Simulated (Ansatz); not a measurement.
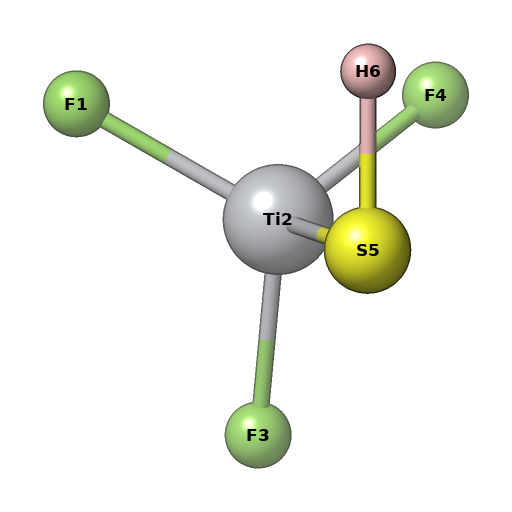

Ti2 lies behind S5. The molecule seen a little off the S5–Ti2 bond, S5 in front. Depth is shown by fading: the farther an atom, the more it takes the colour of the background. Charge 0, singlet. The geometry was computed by an optimisation with PBE0-D4/def2-TZVP.

> What is the torsion angle H6–S5–Ti2–F1? The sign is positive where the front bond must turn clockwise to cover the back bond.

−59°, synclinal (gauche).
